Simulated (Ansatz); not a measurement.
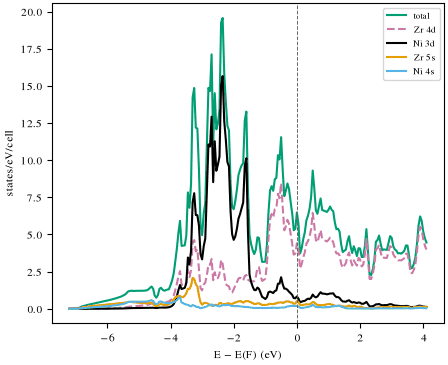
*Total and projected density of states of Zr₂Ni in space group I4/mcm (No. 140; Zr on 8h, Ni on 4a), plane-wave PAW r²SCAN (Ansatz code)*

Problem. Which orbitals carry the states next to the Fermi level?

Solution. Within 0.5 eV of the Fermi level: Zr 4d 71 %, Ni 3d 14 %, Zr 5s 6 %, outside the projected shells 7 %. Projections are on Löwdin-orthogonalised atomic valence shells; empty p or d shells of many metals are not among them.

Problem. Where is the tallest occupied peak in this window, and what makes it?

Solution. Near -2.3 eV, about 20 states/eV per cell; the largest projected share is Ni 3d.

The first step of the workflow began from a Materials Project structure, measured or hypothetical; the Crystallography Open Database files this formula in space group No. 140, but the cells were not matched. Its standing as an ambient phase is unchecked. The cell was relaxed with r²SCAN under the symmetry of its start; its stability against distortions is not shown here. No spin polarisation was allowed. Scalar-relativistic: spin–orbit coupling is off unless named, which matters more the heavier the elements.

Potentials: the later of the program's two PAW sets.
